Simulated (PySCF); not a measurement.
# C6H8Cl2: what the fields show

```csv
atom,x (Å),y (Å),z (Å)
Cl,-2.5212,1.7968,-0.0018
C,-1.1652,0.7669,-0.5030
C,-1.3240,-0.7137,-0.1223
C,-0.0395,-0.6236,0.7105
Cl,-0.1383,-1.2578,2.3525
C,1.2715,-0.8926,-0.0399
C,1.3976,0.6119,-0.3468
C,0.0779,0.8815,0.3918
H,-0.9916,0.9685,-1.5598
H,-2.2058,-0.8994,0.4865
H,-1.3022,-1.4202,-0.9498
H,1.1677,-1.5453,-0.9042
H,2.0601,-1.2760,0.6025
H,2.2559,1.0813,0.1266
H,1.3867,0.8727,-1.4028
H,0.0627,1.6581,1.1486
```

Geometry: GFN2-xTB.

The calculation used PBE0/def2-SVPD, SCF density, gas phase (PySCF 2.14.0).

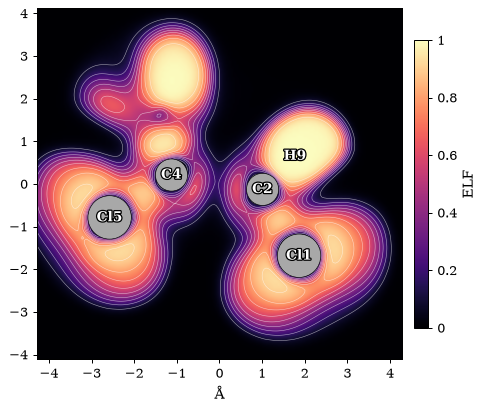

Figure 1. Electron localisation function on the plane of atoms Cl1, C2 and H9. Grey discs cover the atomic cores.

**Interpret the plot.**

- The plane passes through Cl, C and H nuclei.
- C–Cl (1.76 Å): the ELF peaks at about 0.90 between the atoms (localised, covalent bonding).
- C–H (1.09 Å): the ELF climbs to about 1 towards the hydrogen, as it does in any bond to H: an ordinary covalent bond to hydrogen.
- The ELF also peaks beside Cl1 and Cl5, away from the bonds: lone-pair regions.

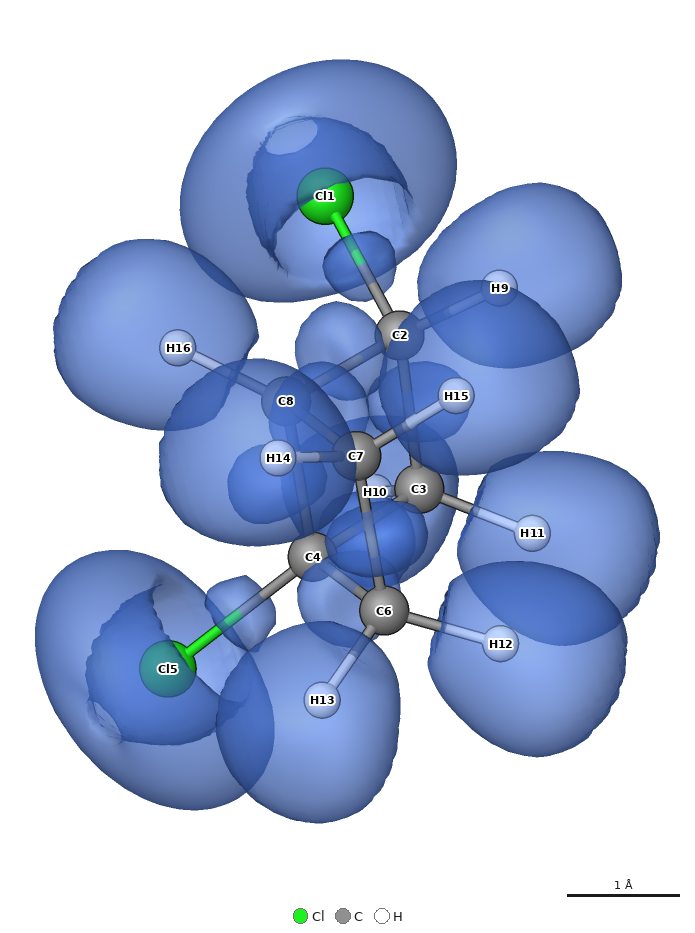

Figure 2. Isosurface of the electron localisation function at 0.8 (blue), seen at an oblique angle. Only the valence region is drawn (cores and ρ < 0.01 e/Å³ removed).

**Where are the electrons localised?**

The ELF exceeds this value in seven regions between bonded C–C atoms (shared pairs), two regions between bonded C–Cl atoms (shared pairs), eight regions around hydrogen nuclei and two rings or bowls of non-bonding electrons around Cl. Profiles from the grid: C–C (1.53 Å): the ELF peaks at about 0.95 between the atoms: localised, covalent bonding.

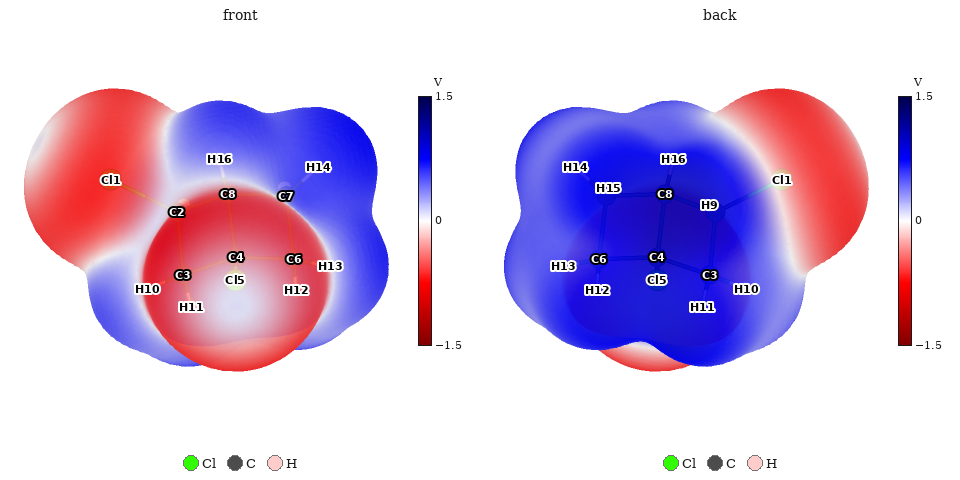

Figure 3. The electrostatic potential painted on the density surface at 0.001 e/bohr³, seen from the front and from behind; the colour scale runs from red (negative) to blue (positive).

**Describe the electrostatic potential map.**

The most negative region (about −0.7 V, or −16 kcal/mol for a unit charge) lies over Cl1 and Cl5, the most positive (about +1.0 V, or +23 kcal/mol for a unit charge) over C2, H9 and H15.

**How polar is the molecule by this calculation?**

Its dipole moment is 2.89 D.
